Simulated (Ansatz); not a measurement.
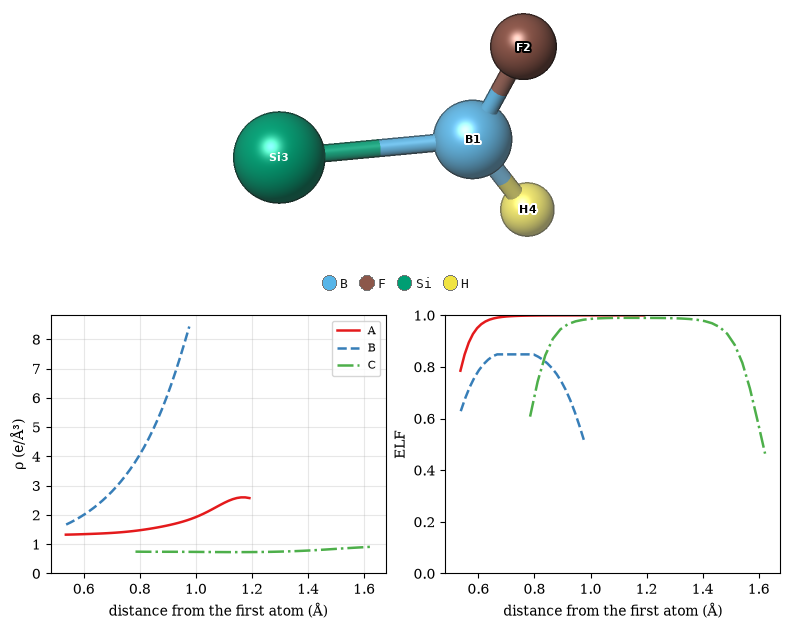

BFHSi (charge +1). Electron density and electron localisation function along straight lines between neighbouring atoms. The curves leave out the atomic cores. The structure is drawn too.

Geometry: B3LYP-D4/def2-TZVP.

Computed with isolated molecule in a Gaussian basis; Kohn-Sham density functional theory, functional PBE0 in Ansatz 0.2.0.

### Which curve belongs to which contact (B–F, B–H and Si–B)? The first atom named is at distance zero.

Curve A: B–H (1.19 Å): the density is about 1.3 e/Å³ at the midpoint; the ELF climbs to about 1 towards the hydrogen, as it does in any bond to H; an ordinary covalent bond to hydrogen. Curve B: B–F (1.30 Å): ρ is about 2.4 e/Å³ halfway; the ELF peaks at about 0.85 between the atoms; a polar covalent bond. Curve C: Si–B (2.16 Å): ρ is about 0.73 e/Å³ halfway; the ELF peaks at about 1 between the atoms: a shared electron pair.
